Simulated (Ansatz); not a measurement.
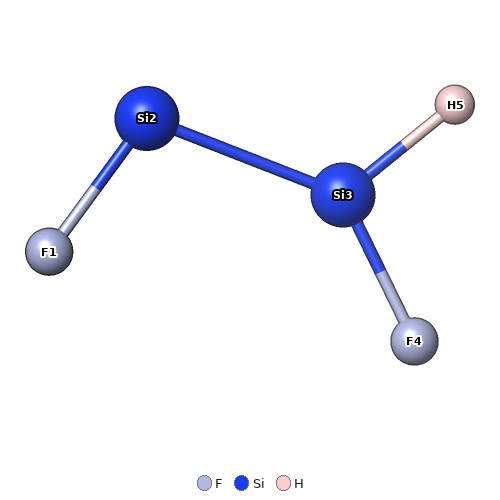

The system is F₂HSi₂, SMILES F[Si-]=[SiH]F, charge −1; the picture shows the reference structure. First axis: bond length F1–Si2. Second axis: angle Si3–Si2–F1. Nothing is relaxed (all other coordinates rigid). The scan uses a 15 × 15 grid. Points are written as (first, second). All energies are given in kJ/mol relative to the lowest grid point. The reference is spin-restricted, which grows unreliable where a bond is stretched far. Method: Ansatz 0.2.0, RKS CAM-B3LYP-D4/def2-SVPD.

Its coordinates:

```yaml
atoms:
  - { symbol: F, position_ang: [-0.2248, -1.4897, 1.9795] }
  - { symbol: Si, position_ang: [-0.0852, 0.1941, 1.6409] }
  - { symbol: Si, position_ang: [0.0564, 0.3381, -0.5477] }
  - { symbol: F, position_ang: [0.0611, -0.7243, -1.8661] }
  - { symbol: H, position_ang: [0.1925, 1.6818, -1.2067] }
```

Range: bond length F1–Si2 from 1.413 to 2.585 Å; angle Si3–Si2–F1 from 60.4 to 150.4°.

> Predict the map.

The lowest grid point is at (1.748 Å, 105.4°). No other kind of well shows on this grid. The highest grid point, (1.413 Å, 60.4°), lies 476 kJ/mol above the lowest. Round the minimum the two coordinates are weakly coupled (coupling 0.15 in units of the two stiffnesses).

```tsv
angle Si3–Si2–F1 ↓, bond length F1–Si2 →	1.413	1.497	1.580	1.664	1.748	1.832	1.915	1.999	2.083	2.166	2.250	2.334	2.417	2.501	2.585
150.4	264	176	130	111	109	116	129	145	162	178	194	209	223	236	248
143.9	237	149	103	84	82	91	105	122	141	159	176	193	208	223	236
137.5	214	125	79	61	59	68	83	102	121	141	160	177	194	210	224
131.1	195	105	59	41	39	49	65	84	104	125	145	164	181	198	213
124.6	180	90	43	24	23	33	49	69	90	111	132	152	170	188	204
118.2	170	79	32	12	11	21	37	57	78	100	121	142	161	179	196
111.8	166	74	26	5	3	12	28	48	70	92	114	134	154	172	190
105.4	169	75	25	3	0	9	24	44	65	87	108	129	149	168	185
98.9	179	83	31	7	2	10	24	43	64	85	106	127	146	165	182
92.5	198	99	44	18	11	16	29	46	66	86	107	127	146	164	181
86.1	227	124	66	36	26	28	39	54	72	90	110	129	147	165	182
79.6	270	161	98	64	49	47	54	66	81	98	115	133	150	167	183
73.2	325	210	140	100	79	72	74	82	94	108	123	139	155	170	185
66.8	394	271	193	145	117	103	100	103	110	120	133	146	160	174	188
60.4	476	343	256	198	162	140	130	127	129	136	145	156	168	182	195
```

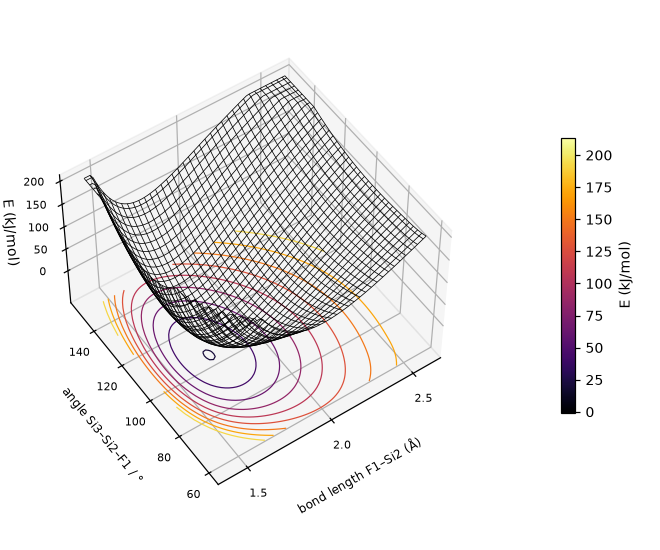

In the figure: a relief with its contours projected below, any walls above the top of the colour scale cut off. Between grid points the surface is interpolated.

The whole map (225 points run) took 8.8 min on 1 thread of Intel(R) Xeon(R) 6975P-C (Granite Rapids), with other jobs on the host.
